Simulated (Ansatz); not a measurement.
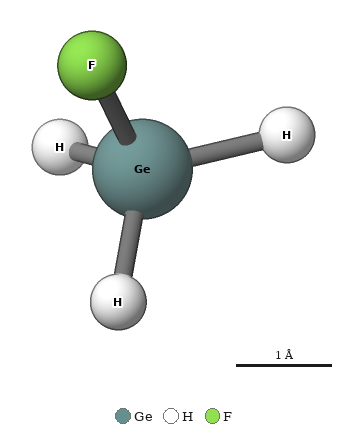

*The starting structure (ball-and-stick view, seen at a tilt). Sticks mark near contacts.*

Bond lengths as drawn: F–Ge 1.75 Å and Ge–H 1.43 to 1.58 Å.

# Molecular dynamics, with input and output: GeH$_{3}$F (part 1 of 5)

GeH$_{3}$F, computed with RKS PBE0/def2-SVP (Ansatz 0.2.0).

It belongs to a series of runs on one base structure; here: dynamics from the last frame of an earlier run.

What the program printed:
```
Engine: ansatz 0.2.0, aarch64-unknown-linux-gnu
Functional definition: PBE0
  parameter a = 0.25
  parameter kappa = 0.804
  parameter beta = 0.06672455060314922
  exchange = (1 - a)*pbe_x(kappa = kappa, mu = beta*pi^2/3) + a*exact_x
  correlation = pbe_c(beta = beta)
647 factors; integrals over basis functions are off by at most 3.2e-4 eV
mean field evaluation 1: about -59263.6718 eV, gradient 3.3e1 eV
mean field evaluation 2: about -59260.7170 eV, gradient 5.5e1 eV
mean field evaluation 4: about -59265.2258 eV, gradient 1.3e0 eV
mean field evaluation 8: about -59265.2315 eV, gradient 5.1e-3 eV
mean field -59265.23150296 eV, -2177.9570863170 hartree, gradient 1.0e-5 eV, S^2 0.000000; 0 other end points of the search recorded, 0 dependent functions left out
the calculation of the forces begins
reference -59265.23152394 eV, -2177.9570870879 hartree; 22, 22 occupied and 39, 39 virtual orbitals, 647 factors
md step     0: t =     0.00 fs  T =   800.0 K  F+E_penalty+E_count = -59265.23150296 eV  E_kin = 0.517040 eV  (21 SCF iters)
these checks for a lower state are left out or cut short: starts, cluster_reference, orbital_swaps, neighbouring_geometries, increment
647 factors; integrals over basis functions are off by at most 3.1e-4 eV
mean field evaluation 16: about -59265.2189 eV, gradient 1.8e-4 eV
mean field -59265.21891201 eV, -2177.9566236081 hartree, gradient 1.7e-5 eV, S^2 0.000000; 0 other end points of the search recorded, 0 dependent functions left out
the calculation of the forces begins
reference -59265.21893299 eV, -2177.9566243793 hartree; 22, 22 occupied and 39, 39 virtual orbitals, 647 factors
md step     1: t =     0.25 fs  T =   783.8 K  F+E_penalty+E_count = -59265.21891201 eV  E_kin = 0.506583 eV  (21 SCF iters)
[... from here on the SCF iterations and repeated set-up lines of each step are left out, up to the last step ...]
md step     2: t =     0.50 fs  T =   781.6 K  F+E_penalty+E_count = -59265.20644083 eV  E_kin = 0.505117 eV  (21 SCF iters)
md step     3: t =     0.75 fs  T =   791.7 K  F+E_penalty+E_count = -59265.19469577 eV  E_kin = 0.511696 eV  (21 SCF iters)
md step     4: t =     1.00 fs  T =   778.0 K  F+E_penalty+E_count = -59265.18370088 eV  E_kin = 0.502838 eV  (21 SCF iters)
md step     5: t =     1.25 fs  T =   771.6 K  F+E_penalty+E_count = -59265.17404442 eV  E_kin = 0.498702 eV  (21 SCF iters)
md step     6: t =     1.50 fs  T =   766.7 K  F+E_penalty+E_count = -59265.16659239 eV  E_kin = 0.495549 eV  (21 SCF iters)
md step     7: t =     1.75 fs  T =   746.8 K  F+E_penalty+E_count = -59265.16088887 eV  E_kin = 0.482684 eV  (21 SCF iters)
md step     8: t =     2.00 fs  T =   744.7 K  F+E_penalty+E_count = -59265.15620148 eV  E_kin = 0.481304 eV  (21 SCF iters)
md step     9: t =     2.25 fs  T =   722.5 K  F+E_penalty+E_count = -59265.15338355 eV  E_kin = 0.466952 eV  (21 SCF iters)
md step    10: t =     2.50 fs  T =   698.4 K  F+E_penalty+E_count = -59265.15245186 eV  E_kin = 0.451356 eV  (21 SCF iters)
md step    11: t =     2.75 fs  T =   701.6 K  F+E_penalty+E_count = -59265.15281961 eV  E_kin = 0.453427 eV  (21 SCF iters)
md step    12: t =     3.00 fs  T =   713.0 K  F+E_penalty+E_count = -59265.15493588 eV  E_kin = 0.460817 eV  (21 SCF iters)
md step    13: t =     3.25 fs  T =   715.2 K  F+E_penalty+E_count = -59265.15908513 eV  E_kin = 0.462218 eV  (21 SCF iters)
md step    14: t =     3.50 fs  T =   758.0 K  F+E_penalty+E_count = -59265.16452242 eV  E_kin = 0.489899 eV  (21 SCF iters)
md step    15: t =     3.75 fs  T =   748.8 K  F+E_penalty+E_count = -59265.17107638 eV  E_kin = 0.483972 eV  (21 SCF iters)
md step    16: t =     4.00 fs  T =   770.9 K  F+E_penalty+E_count = -59265.17880026 eV  E_kin = 0.498225 eV  (21 SCF iters)
md step    17: t =     4.25 fs  T =   752.0 K  F+E_penalty+E_count = -59265.18640364 eV  E_kin = 0.486021 eV  (21 SCF iters)
md step    18: t =     4.50 fs  T =   756.7 K  F+E_penalty+E_count = -59265.19321542 eV  E_kin = 0.489075 eV  (21 SCF iters)
md step    19: t =     4.75 fs  T =   756.4 K  F+E_penalty+E_count = -59265.19942904 eV  E_kin = 0.488830 eV  (23 SCF iters)
md step    20: t =     5.00 fs  T =   761.3 K  F+E_penalty+E_count = -59265.20487712 eV  E_kin = 0.492021 eV  (21 SCF iters)
md step    21: t =     5.25 fs  T =   810.9 K  F+E_penalty+E_count = -59265.20968081 eV  E_kin = 0.524069 eV  (21 SCF iters)
md step    22: t =     5.50 fs  T =   837.5 K  F+E_penalty+E_count = -59265.21383986 eV  E_kin = 0.541257 eV  (21 SCF iters)
md step    23: t =     5.75 fs  T =   824.7 K  F+E_penalty+E_count = -59265.21709925 eV  E_kin = 0.532975 eV  (20 SCF iters)
md step    24: t =     6.00 fs  T =   823.3 K  F+E_penalty+E_count = -59265.21942432 eV  E_kin = 0.532107 eV  (21 SCF iters)
md step    25: t =     6.25 fs  T =   831.9 K  F+E_penalty+E_count = -59265.22055935 eV  E_kin = 0.537654 eV  (21 SCF iters)
md step    26: t =     6.50 fs  T =   846.1 K  F+E_penalty+E_count = -59265.22038834 eV  E_kin = 0.546865 eV  (21 SCF iters)
md step    27: t =     6.75 fs  T =   853.5 K  F+E_penalty+E_count = -59265.21895483 eV  E_kin = 0.551616 eV  (21 SCF iters)
md step    28: t =     7.00 fs  T =   867.4 K  F+E_penalty+E_count = -59265.21635945 eV  E_kin = 0.560599 eV  (21 SCF iters)
md step    29: t =     7.25 fs  T =   881.5 K  F+E_penalty+E_count = -59265.21254831 eV  E_kin = 0.569736 eV  (21 SCF iters)
md step    30: t =     7.50 fs  T =   821.6 K  F+E_penalty+E_count = -59265.20756652 eV  E_kin = 0.531024 eV  (21 SCF iters)
md step    31: t =     7.75 fs  T =   802.5 K  F+E_penalty+E_count = -59265.20187469 eV  E_kin = 0.518688 eV  (21 SCF iters)
md step    32: t =     8.00 fs  T =   785.5 K  F+E_penalty+E_count = -59265.19535564 eV  E_kin = 0.507641 eV  (21 SCF iters)
md step    33: t =     8.25 fs  T =   747.2 K  F+E_penalty+E_count = -59265.18794094 eV  E_kin = 0.482946 eV  (21 SCF iters)
md step    34: t =     8.50 fs  T =   758.7 K  F+E_penalty+E_count = -59265.17974352 eV  E_kin = 0.490362 eV  (21 SCF iters)
md step    35: t =     8.75 fs  T =   743.9 K  F+E_penalty+E_count = -59265.17076853 eV  E_kin = 0.480791 eV  (21 SCF iters)
md step    36: t =     9.00 fs  T =   693.5 K  F+E_penalty+E_count = -59265.16149944 eV  E_kin = 0.448240 eV  (21 SCF iters)
md step    37: t =     9.25 fs  T =   710.9 K  F+E_penalty+E_count = -59265.15179977 eV  E_kin = 0.459428 eV  (21 SCF iters)
md step    38: t =     9.50 fs  T =   644.1 K  F+E_penalty+E_count = -59265.14156607 eV  E_kin = 0.416281 eV  (20 SCF iters)
md step    39: t =     9.75 fs  T =   639.0 K  F+E_penalty+E_count = -59265.13123605 eV  E_kin = 0.412955 eV  (21 SCF iters)
md step    40: t =    10.00 fs  T =   620.8 K  F+E_penalty+E_count = -59265.12092919 eV  E_kin = 0.401221 eV  (21 SCF iters)
md step    41: t =    10.25 fs  T =   591.6 K  F+E_penalty+E_count = -59265.11059402 eV  E_kin = 0.382370 eV  (23 SCF iters)
md step    42: t =    10.50 fs  T =   580.3 K  F+E_penalty+E_count = -59265.10056620 eV  E_kin = 0.375075 eV  (21 SCF iters)
md step    43: t =    10.75 fs  T =   569.3 K  F+E_penalty+E_count = -59265.09109687 eV  E_kin = 0.367907 eV  (21 SCF iters)
md step    44: t =    11.00 fs  T =   568.1 K  F+E_penalty+E_count = -59265.08187417 eV  E_kin = 0.367184 eV  (21 SCF iters)
md step    45: t =    11.25 fs  T =   562.3 K  F+E_penalty+E_count = -59265.07302991 eV  E_kin = 0.363428 eV  (19 SCF iters)
md step    46: t =    11.50 fs  T =   554.3 K  F+E_penalty+E_count = -59265.06425535 eV  E_kin = 0.358215 eV  (20 SCF iters)
md step    47: t =    11.75 fs  T =   511.0 K  F+E_penalty+E_count = -59265.05581167 eV  E_kin = 0.330249 eV  (20 SCF iters)
md step    48: t =    12.00 fs  T =   488.7 K  F+E_penalty+E_count = -59265.04850742 eV  E_kin = 0.315826 eV  (17 SCF iters)
md step    49: t =    12.25 fs  T =   471.5 K  F+E_penalty+E_count = -59265.04155911 eV  E_kin = 0.304739 eV  (18 SCF iters)
md step    50: t =    12.50 fs  T =   454.1 K  F+E_penalty+E_count = -59265.03465736 eV  E_kin = 0.293507 eV  (17 SCF iters)
md step    51: t =    12.75 fs  T =   448.3 K  F+E_penalty+E_count = -59265.02832673 eV  E_kin = 0.289748 eV  (18 SCF iters)
md step    52: t =    13.00 fs  T =   432.0 K  F+E_penalty+E_count = -59265.02249457 eV  E_kin = 0.279173 eV  (19 SCF iters)
md step    53: t =    13.25 fs  T =   401.4 K  F+E_penalty+E_count = -59265.01749424 eV  E_kin = 0.259428 eV  (19 SCF iters)
md step    54: t =    13.50 fs  T =   390.8 K  F+E_penalty+E_count = -59265.01317051 eV  E_kin = 0.252576 eV  (19 SCF iters)
md step    55: t =    13.75 fs  T =   383.1 K  F+E_penalty+E_count = -59265.00944795 eV  E_kin = 0.247630 eV  (19 SCF iters)
md step    56: t =    14.00 fs  T =   397.5 K  F+E_penalty+E_count = -59265.00735370 eV  E_kin = 0.256898 eV  (18 SCF iters)
md step    57: t =    14.25 fs  T =   408.6 K  F+E_penalty+E_count = -59265.00674942 eV  E_kin = 0.264091 eV  (18 SCF iters)
md step    58: t =    14.50 fs  T =   407.4 K  F+E_penalty+E_count = -59265.00730704 eV  E_kin = 0.263317 eV  (18 SCF iters)
md step    59: t =    14.75 fs  T =   416.4 K  F+E_penalty+E_count = -59265.00930075 eV  E_kin = 0.269116 eV  (18 SCF iters)
md step    60: t =    15.00 fs  T =   421.3 K  F+E_penalty+E_count = -59265.01238582 eV  E_kin = 0.272301 eV  (18 SCF iters)
md step    61: t =    15.25 fs  T =   452.3 K  F+E_penalty+E_count = -59265.01634936 eV  E_kin = 0.292353 eV  (18 SCF iters)
md step    62: t =    15.50 fs  T =   476.4 K  F+E_penalty+E_count = -59265.02139118 eV  E_kin = 0.307892 eV  (18 SCF iters)
md step    63: t =    15.75 fs  T =   482.4 K  F+E_penalty+E_count = -59265.02694232 eV  E_kin = 0.311760 eV  (18 SCF iters)
md step    64: t =    16.00 fs  T =   499.8 K  F+E_penalty+E_count = -59265.03335305 eV  E_kin = 0.322993 eV  (18 SCF iters)
md step    65: t =    16.25 fs  T =   526.8 K  F+E_penalty+E_count = -59265.04130699 eV  E_kin = 0.340482 eV  (18 SCF iters)
md step    66: t =    16.50 fs  T =   548.0 K  F+E_penalty+E_count = -59265.04997573 eV  E_kin = 0.354179 eV  (23 SCF iters)
md step    67: t =    16.75 fs  T =   527.2 K  F+E_penalty+E_count = -59265.05892363 eV  E_kin = 0.340753 eV  (21 SCF iters)
md step    68: t =    17.00 fs  T =   566.5 K  F+E_penalty+E_count = -59265.06805591 eV  E_kin = 0.366150 eV  (21 SCF iters)
md step    69: t =    17.25 fs  T =   584.5 K  F+E_penalty+E_count = -59265.07722048 eV  E_kin = 0.377793 eV  (21 SCF iters)
md step    70: t =    17.50 fs  T =   610.0 K  F+E_penalty+E_count = -59265.08663159 eV  E_kin = 0.394241 eV  (21 SCF iters)
md step    71: t =    17.75 fs  T =   598.7 K  F+E_penalty+E_count = -59265.09635204 eV  E_kin = 0.386926 eV  (21 SCF iters)
md step    72: t =    18.00 fs  T =   644.6 K  F+E_penalty+E_count = -59265.10638477 eV  E_kin = 0.416586 eV  (21 SCF iters)
md step    73: t =    18.25 fs  T =   660.2 K  F+E_penalty+E_count = -59265.11709170 eV  E_kin = 0.426717 eV  (21 SCF iters)
md step    74: t =    18.50 fs  T =   687.4 K  F+E_penalty+E_count = -59265.12849594 eV  E_kin = 0.444298 eV  (21 SCF iters)
md step    75: t =    18.75 fs  T =   729.1 K  F+E_penalty+E_count = -59265.14075833 eV  E_kin = 0.471192 eV  (21 SCF iters)
md step    76: t =    19.00 fs  T =   739.0 K  F+E_penalty+E_count = -59265.15325384 eV  E_kin = 0.477645 eV  (21 SCF iters)
md step    77: t =    19.25 fs  T =   744.9 K  F+E_penalty+E_count = -59265.16523027 eV  E_kin = 0.481442 eV  (21 SCF iters)
md step    78: t =    19.50 fs  T =   767.7 K  F+E_penalty+E_count = -59265.17698088 eV  E_kin = 0.496175 eV  (21 SCF iters)
md step    79: t =    19.75 fs  T =   759.6 K  F+E_penalty+E_count = -59265.18834623 eV  E_kin = 0.490900 eV  (21 SCF iters)
md step    80: t =    20.00 fs  T =   765.5 K  F+E_penalty+E_count = -59265.19905721 eV  E_kin = 0.494762 eV  (21 SCF iters)
md step    81: t =    20.25 fs  T =   798.7 K  F+E_penalty+E_count = -59265.20930932 eV  E_kin = 0.516201 eV  (21 SCF iters)
md step    82: t =    20.50 fs  T =   835.4 K  F+E_penalty+E_count = -59265.21934392 eV  E_kin = 0.539908 eV  (21 SCF iters)
md step    83: t =    20.75 fs  T =   894.4 K  F+E_penalty+E_count = -59265.22924378 eV  E_kin = 0.578057 eV  (21 SCF iters)
md step    84: t =    21.00 fs  T =   906.4 K  F+E_penalty+E_count = -59265.23840941 eV  E_kin = 0.585775 eV  (21 SCF iters)
md step    85: t =    21.25 fs  T =   904.8 K  F+E_penalty+E_count = -59265.24623111 eV  E_kin = 0.584804 eV  (21 SCF iters)
md step    86: t =    21.50 fs  T =   902.6 K  F+E_penalty+E_count = -59265.25289946 eV  E_kin = 0.583322 eV  (21 SCF iters)
md step    87: t =    21.75 fs  T =   885.0 K  F+E_penalty+E_count = -59265.25822873 eV  E_kin = 0.571976 eV  (21 SCF iters)
md step    88: t =    22.00 fs  T =   866.5 K  F+E_penalty+E_count = -59265.26211318 eV  E_kin = 0.560032 eV  (23 SCF iters)
md step    89: t =    22.25 fs  T =   846.0 K  F+E_penalty+E_count = -59265.26470024 eV  E_kin = 0.546772 eV  (20 SCF iters)
md step    90: t =    22.50 fs  T =   857.1 K  F+E_penalty+E_count = -59265.26632315 eV  E_kin = 0.553935 eV  (19 SCF iters)
md step    91: t =    22.75 fs  T =   852.8 K  F+E_penalty+E_count = -59265.26709058 eV  E_kin = 0.551156 eV  (21 SCF iters)
md step    92: t =    23.00 fs  T =   816.2 K  F+E_penalty+E_count = -59265.26678637 eV  E_kin = 0.527532 eV  (21 SCF iters)
md step    93: t =    23.25 fs  T =   776.4 K  F+E_penalty+E_count = -59265.26559539 eV  E_kin = 0.501769 eV  (21 SCF iters)
md step    94: t =    23.50 fs  T =   758.6 K  F+E_penalty+E_count = -59265.26359106 eV  E_kin = 0.490286 eV  (21 SCF iters)
md step    95: t =    23.75 fs  T =   734.6 K  F+E_penalty+E_count = -59265.26062053 eV  E_kin = 0.474767 eV  (21 SCF iters)
md step    96: t =    24.00 fs  T =   730.2 K  F+E_penalty+E_count = -59265.25676011 eV  E_kin = 0.471916 eV  (21 SCF iters)
md step    97: t =    24.25 fs  T =   713.3 K  F+E_penalty+E_count = -59265.25236424 eV  E_kin = 0.461000 eV  (21 SCF iters)
md step    98: t =    24.50 fs  T =   716.8 K  F+E_penalty+E_count = -59265.24759206 eV  E_kin = 0.463256 eV  (21 SCF iters)
md step    99: t =    24.75 fs  T =   681.2 K  F+E_penalty+E_count = -59265.24236102 eV  E_kin = 0.440237 eV  (21 SCF iters)
md step   100: t =    25.00 fs  T =   658.1 K  F+E_penalty+E_count = -59265.23664399 eV  E_kin = 0.425349 eV  (21 SCF iters)
md step   101: t =    25.25 fs  T =   647.7 K  F+E_penalty+E_count = -59265.23071576 eV  E_kin = 0.418635 eV  (20 SCF iters)
md step   102: t =    25.50 fs  T =   657.8 K  F+E_penalty+E_count = -59265.22469195 eV  E_kin = 0.425162 eV  (21 SCF iters)
md step   103: t =    25.75 fs  T =   626.3 K  F+E_penalty+E_count = -59265.21853403 eV  E_kin = 0.404803 eV  (21 SCF iters)
md step   104: t =    26.00 fs  T =   594.4 K  F+E_penalty+E_count = -59265.21261230 eV  E_kin = 0.384182 eV  (21 SCF iters)
md step   105: t =    26.25 fs  T =   559.2 K  F+E_penalty+E_count = -59265.20687164 eV  E_kin = 0.361432 eV  (21 SCF iters)
md step   106: t =    26.50 fs  T =   545.1 K  F+E_penalty+E_count = -59265.20126567 eV  E_kin = 0.352306 eV  (21 SCF iters)
md step   107: t =    26.75 fs  T =   531.5 K  F+E_penalty+E_count = -59265.19648978 eV  E_kin = 0.343516 eV  (19 SCF iters)
md step   108: t =    27.00 fs  T =   523.9 K  F+E_penalty+E_count = -59265.19228332 eV  E_kin = 0.338625 eV  (19 SCF iters)
md step   109: t =    27.25 fs  T =   487.0 K  F+E_penalty+E_count = -59265.18833308 eV  E_kin = 0.314773 eV  (19 SCF iters)
md step   110: t =    27.50 fs  T =   510.6 K  F+E_penalty+E_count = -59265.18437771 eV  E_kin = 0.329999 eV  (19 SCF iters)
md step   111: t =    27.75 fs  T =   505.7 K  F+E_penalty+E_count = -59265.18058703 eV  E_kin = 0.326813 eV  (23 SCF iters)
md step   112: t =    28.00 fs  T =   523.0 K  F+E_penalty+E_count = -59265.17769029 eV  E_kin = 0.337983 eV  (18 SCF iters)
md step   113: t =    28.25 fs  T =   539.0 K  F+E_penalty+E_count = -59265.17573951 eV  E_kin = 0.348349 eV  (19 SCF iters)
md step   114: t =    28.50 fs  T =   524.6 K  F+E_penalty+E_count = -59265.17480248 eV  E_kin = 0.339048 eV  (19 SCF iters)
md step   115: t =    28.75 fs  T =   510.7 K  F+E_penalty+E_count = -59265.17494466 eV  E_kin = 0.330062 eV  (19 SCF iters)
md step   116: t =    29.00 fs  T =   498.0 K  F+E_penalty+E_count = -59265.17554549 eV  E_kin = 0.321854 eV  (19 SCF iters)
md step   117: t =    29.25 fs  T =   503.5 K  F+E_penalty+E_count = -59265.17610369 eV  E_kin = 0.325422 eV  (19 SCF iters)
md step   118: t =    29.50 fs  T =   513.8 K  F+E_penalty+E_count = -59265.17706475 eV  E_kin = 0.332044 eV  (17 SCF iters)
md step   119: t =    29.75 fs  T =   491.5 K  F+E_penalty+E_count = -59265.17848455 eV  E_kin = 0.317639 eV  (18 SCF iters)
md step   120: t =    30.00 fs  T =   510.9 K  F+E_penalty+E_count = -59265.18075641 eV  E_kin = 0.330226 eV  (18 SCF iters)
md step   121: t =    30.25 fs  T =   505.9 K  F+E_penalty+E_count = -59265.18365727 eV  E_kin = 0.326933 eV  (18 SCF iters)
md step   122: t =    30.50 fs  T =   479.8 K  F+E_penalty+E_count = -59265.18639237 eV  E_kin = 0.310071 eV  (18 SCF iters)
md step   123: t =    30.75 fs  T =   481.8 K  F+E_penalty+E_count = -59265.18907306 eV  E_kin = 0.311390 eV  (19 SCF iters)
md step   124: t =    31.00 fs  T =   478.3 K  F+E_penalty+E_count = -59265.19190467 eV  E_kin = 0.309112 eV  (18 SCF iters)
md step   125: t =    31.25 fs  T =   441.5 K  F+E_penalty+E_count = -59265.19512496 eV  E_kin = 0.285362 eV  (19 SCF iters)
md step   126: t =    31.50 fs  T =   444.3 K  F+E_penalty+E_count = -59265.19889975 eV  E_kin = 0.287138 eV  (19 SCF iters)
md step   127: t =    31.75 fs  T =   427.7 K  F+E_penalty+E_count = -59265.20325342 eV  E_kin = 0.276399 eV  (19 SCF iters)
md step   128: t =    32.00 fs  T =   451.1 K  F+E_penalty+E_count = -59265.20812195 eV  E_kin = 0.291534 eV  (19 SCF iters)
md step   129: t =    32.25 fs  T =   456.0 K  F+E_penalty+E_count = -59265.21326582 eV  E_kin = 0.294685 eV  (19 SCF iters)
md step   130: t =    32.50 fs  T =   489.1 K  F+E_penalty+E_count = -59265.21854947 eV  E_kin = 0.316109 eV  (19 SCF iters)
md step   131: t =    32.75 fs  T =   500.0 K  F+E_penalty+E_count = -59265.22374206 eV  E_kin = 0.323145 eV  (19 SCF iters)
md step   132: t =    33.00 fs  T =   520.2 K  F+E_penalty+E_count = -59265.22862817 eV  E_kin = 0.336231 eV  (19 SCF iters)
md step   133: t =    33.25 fs  T =   540.0 K  F+E_penalty+E_count = -59265.23338711 eV  E_kin = 0.349024 eV  (19 SCF iters)
md step   134: t =    33.50 fs  T =   549.6 K  F+E_penalty+E_count = -59265.23815537 eV  E_kin = 0.355238 eV  (22 SCF iters)
md step   135: t =    33.75 fs  T =   572.9 K  F+E_penalty+E_count = -59265.24272486 eV  E_kin = 0.370233 eV  (22 SCF iters)
md step   136: t =    34.00 fs  T =   556.3 K  F+E_penalty+E_count = -59265.24683511 eV  E_kin = 0.359527 eV  (24 SCF iters)
md step   137: t =    34.25 fs  T =   553.8 K  F+E_penalty+E_count = -59265.25056506 eV  E_kin = 0.357897 eV  (22 SCF iters)
md step   138: t =    34.50 fs  T =   576.1 K  F+E_penalty+E_count = -59265.25396849 eV  E_kin = 0.372322 eV  (21 SCF iters)
md step   139: t =    34.75 fs  T =   607.1 K  F+E_penalty+E_count = -59265.25700328 eV  E_kin = 0.392386 eV  (22 SCF iters)
md step   140: t =    35.00 fs  T =   617.7 K  F+E_penalty+E_count = -59265.25959954 eV  E_kin = 0.399203 eV  (22 SCF iters)
md step   141: t =    35.25 fs  T =   617.7 K  F+E_penalty+E_count = -59265.26152439 eV  E_kin = 0.399238 eV  (21 SCF iters)
md step   142: t =    35.50 fs  T =   635.7 K  F+E_penalty+E_count = -59265.26267624 eV  E_kin = 0.410871 eV  (21 SCF iters)
md step   143: t =    35.75 fs  T =   624.4 K  F+E_penalty+E_count = -59265.26305957 eV  E_kin = 0.403518 eV  (21 SCF iters)
md step   144: t =    36.00 fs  T =   661.0 K  F+E_penalty+E_count = -59265.26264293 eV  E_kin = 0.427177 eV  (21 SCF iters)
md step   145: t =    36.25 fs  T =   622.4 K  F+E_penalty+E_count = -59265.26125215 eV  E_kin = 0.402238 eV  (21 SCF iters)
md step   146: t =    36.50 fs  T =   639.8 K  F+E_penalty+E_count = -59265.25882926 eV  E_kin = 0.413476 eV  (21 SCF iters)
md step   147: t =    36.75 fs  T =   635.1 K  F+E_penalty+E_count = -59265.25537495 eV  E_kin = 0.410468 eV  (21 SCF iters)
md step   148: t =    37.00 fs  T =   643.8 K  F+E_penalty+E_count = -59265.25084805 eV  E_kin = 0.416115 eV  (21 SCF iters)
md step   149: t =    37.25 fs  T =   640.3 K  F+E_penalty+E_count = -59265.24547590 eV  E_kin = 0.413834 eV  (21 SCF iters)
these checks for a lower state are left out or cut short: starts, cluster_reference, orbital_swaps, neighbouring_geometries, increment
647 factors; integrals over basis functions are off by at most 4.1e-4 eV
mean field -59265.23968126 eV, -2177.9573868641 hartree, gradient 1.6e-5 eV, S^2 0.000000; 0 other end points of the search recorded, 0 dependent functions left out
the calculation of the forces begins
reference -59265.23970241 eV, -2177.9573876412 hartree; 22, 22 occupied and 39, 39 virtual orbitals, 647 factors
647 factors; integrals over basis functions are off by at most 4.1e-4 eV
mean field -59265.23968126 eV, -2177.9573868641 hartree, gradient 1.6e-5 eV, S^2 0.000000; 1 other end points of the search recorded, 0 dependent functions left out
the calculation of the forces begins
reference -59265.23970241 eV, -2177.9573876412 hartree; 22, 22 occupied and 39, 39 virtual orbitals, 647 factors
md step   150: t =    37.50 fs  T =   578.3 K  F+E_penalty+E_count = -59265.23968126 eV  E_kin = 0.373779 eV  (23 SCF iters)
```
